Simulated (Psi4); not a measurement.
**SiH4O2 (Si(OH)2H2): PBE0/6-311+G(d,p) (sweep point 5)**

What is the vertical ionisation energy of SiH4O2 (Si(OH)2H2) at PBE0/6-311+G** (sweep point 5)? 

The results are computed with Psi4 1.11.

4 further runs of the same task are left out: 4 set aside as unsound or not needed.

**1. Starting point**

SiH4O2 has 7 atoms, charge 0, and is taken as a singlet. SMILES: `[H][Si]([H])(O)O`. The shape is that of a GFN2-xTB optimisation. This is one conformer, not always the lowest.

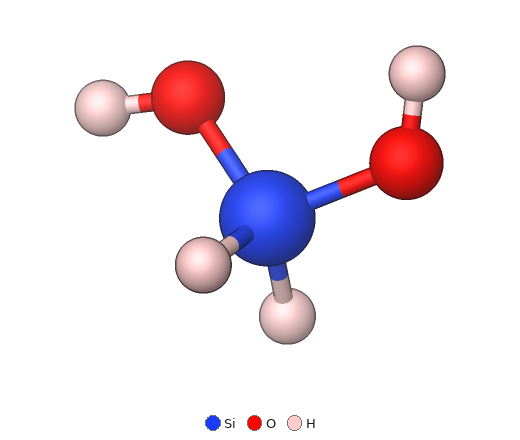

The structure, seen from a chosen angle (silicon blue, oxygen red, hydrogen pink).

**2. A single-point energy at PBE0/6-311+G(d,p) (sweep point 5)**

The input, calc.inp:

```
memory 1600 mb

molecule {
  0 1
  Si    -0.47668341     0.12033776    -0.65492238
  O     -0.37361775     0.08407392     2.43067913
  H     -1.88165699     0.24008970     3.39502526
  O      2.42674849    -0.13768545    -1.57193088
  H      3.65408782    -0.81995217    -0.44261165
  H     -1.37339626     2.53727858    -1.61577253
  H     -1.97548190    -2.02414234    -1.54046694
  units bohr
  symmetry c1
}

set reference rks
set puream true
set scf_type pk
set dft_radial_points 75
set dft_spherical_points 302

energy('pbe0/6-311+G**')
```

Command:

```bash
$ psi4 -n 1 calc.inp calc.out
```

calc.out:

```text
[...]
  Running in c1 symmetry.
[...]
  Nuclear repulsion =  122.218765949476975
[...]
  Multiplicity = 1
[...]
  Nalpha       = 17
  Nbeta        = 17
[...]
    Number of basis functions: 98
[...]
   @RKS iter   1:  -441.87580910586024   -2.20358e-01   9.91475e-03 ADIIS/DIIS
[...]
   @RKS iter   8:  -442.19439558238537   -3.99032e-08   4.04080e-07 DIIS
[...]
    Orbital Energies [Eh]
    ---------------------
    Doubly Occupied:
       1A    -66.267870     2A    -19.210765     3A    -19.201851
       4A     -5.353274     5A     -3.689512     6A     -3.687619
       7A     -3.685461     8A     -1.057284     9A     -1.032434
      10A     -0.608733    11A     -0.551606    12A     -0.464228
      13A     -0.421700    14A     -0.386956    15A     -0.372435
      16A     -0.352476    17A     -0.312307
[...]
  @RKS Final Energy:  -442.19439558238537
   => Energetics <=
    Nuclear Repulsion Energy =            122.2187659494769747
    One-Electron Energy =                -854.2987750551673116
    Two-Electron Energy =                 319.7536518989924730
    DFT Exchange-Correlation Energy =     -29.8680383756874619
    Empirical Dispersion Energy =           0.0000000000000000
    VV10 Nonlocal Energy =                  0.0000000000000000
    Total Energy =                       -442.1943955823853685
[...]
 Multipole Moments:
 ------------------------------------------------------------------------------------
     Multipole            Electronic (a.u.)      Nuclear  (a.u.)        Total (a.u.)
 ------------------------------------------------------------------------------------
 L = 1.  Multiply by 2.5417464519 to convert [e a0] to [Debye]
 Dipole X            :          0.8317951           -1.3424591           -0.5106640
 Dipole Y            :         -0.0429201           -0.1081995           -0.1511196
 Dipole Z            :          0.4770982            0.0433563            0.5204545
 Magnitude           :                                                    0.7446394
[...]
```

Run time: 5.7 s. Hardware: 1 thread of AMD EPYC 9R14 (Zen 4), shared host; peak memory 0.73 GiB.

**3. The doublet cation, same level**

The input, h4o2si.in:

```
memory 1.6 GB

molecule system {
  1 2
  Si    -0.47668341     0.12033776    -0.65492238
  O     -0.37361775     0.08407392     2.43067913
  H     -1.88165699     0.24008970     3.39502526
  O      2.42674849    -0.13768545    -1.57193088
  H      3.65408782    -0.81995217    -0.44261165
  H     -1.37339626     2.53727858    -1.61577253
  H     -1.97548190    -2.02414234    -1.54046694
  units au
  symmetry c1
}

set {
  basis                6-311+G**
  reference            uks
  puream               true
  scf_type             pk
  dft_radial_points    75
  dft_spherical_points 302
  maxiter              150
}

E, wfn = energy("pbe0", return_wfn=True)
```

Command:

```bash
$ psi4 -i h4o2si.in -o h4o2si.out -n 1
```

h4o2si.out:

```text
[...]
  Running in c1 symmetry.
[...]
  Nuclear repulsion =  122.218765949476975
[...]
  Multiplicity = 2
[...]
  Nalpha       = 17
  Nbeta        = 16
[...]
    Number of basis functions: 98
[...]
   @UKS iter   1:  -441.51640802764297    1.39043e-01   9.11505e-03 ADIIS/DIIS
[...]
   @UKS iter  12:  -441.79377635183693   -8.14765e-09   5.37414e-07 DIIS
[...]
   @S^2 Observed:                7.596690111E-01
[...]
    Orbital Energies [Eh]
    ---------------------
    Alpha Occupied:
       1A    -66.543480     2A    -19.492258     3A    -19.487203
       4A     -5.630183     5A     -3.965306     6A     -3.964144
       7A     -3.963713     8A     -1.330908     9A     -1.306199
      10A     -0.877199    11A     -0.813049    12A     -0.746376
      13A     -0.706284    14A     -0.653331    15A     -0.638365
      16A     -0.636515    17A     -0.608667
    Alpha Virtual:
      18A     -0.212702    19A     -0.192826    20A     -0.158051
      21A     -0.141630    22A     -0.108412    23A     -0.100483
      24A     -0.091169    25A     -0.061703    26A     -0.030309
[...]
  @UKS Final Energy:  -441.79377635183693
   => Energetics <=
    Nuclear Repulsion Energy =            122.2187659494769747
    One-Electron Energy =                -845.1116684186863495
    Two-Electron Energy =                 310.6924199303372234
    DFT Exchange-Correlation Energy =     -29.5932938129647845
    Empirical Dispersion Energy =           0.0000000000000000
    VV10 Nonlocal Energy =                  0.0000000000000000
    Total Energy =                       -441.7937763518369252
[...]
 Multipole Moments:
 ------------------------------------------------------------------------------------
     Multipole            Electronic (a.u.)      Nuclear  (a.u.)        Total (a.u.)
 ------------------------------------------------------------------------------------
 L = 1.  Multiply by 2.5417464519 to convert [e a0] to [Debye]
 Dipole X            :          0.3044902           -1.3424591           -1.0379689
 Dipole Y            :         -0.0456367           -0.1081995           -0.1538362
 Dipole Z            :          0.0448767            0.0433563            0.0882330
 Magnitude           :                                                    1.0530100
[...]
```

Wall time 9.6 s (1 thread of AMD EPYC 9R14 (Zen 4), shared host); peak memory 0.74 GiB.

**4. Outcome**

Level: PBE0/6-311+G** (sweep point 5).

```
                                          quantity          value
                      singlet SiH4O2: total energy  -442.19440 Eh
                     singlet SiH4O2: dipole moment         1.89 D
                       singlet SiH4O2: HOMO energy       -8.50 eV
                       singlet SiH4O2: LUMO energy       -0.11 eV
                     singlet SiH4O2: HOMO–LUMO gap        8.38 eV
                      doublet cation: total energy  -441.79378 Eh
doublet cation: HOMO energy (highest over α and β)      -15.70 eV
 doublet cation: LUMO energy (lowest over α and β)      -13.31 eV
                              doublet cation: ⟨S²⟩          0.760
vertical ionisation energy (to the doublet cation)      10.901 eV
```

The vertical ionisation energy comes to 10.90 eV (251 kcal/mol). The negative HOMO energy of the first species, 8.50 eV, lies 2.40 eV below that difference.
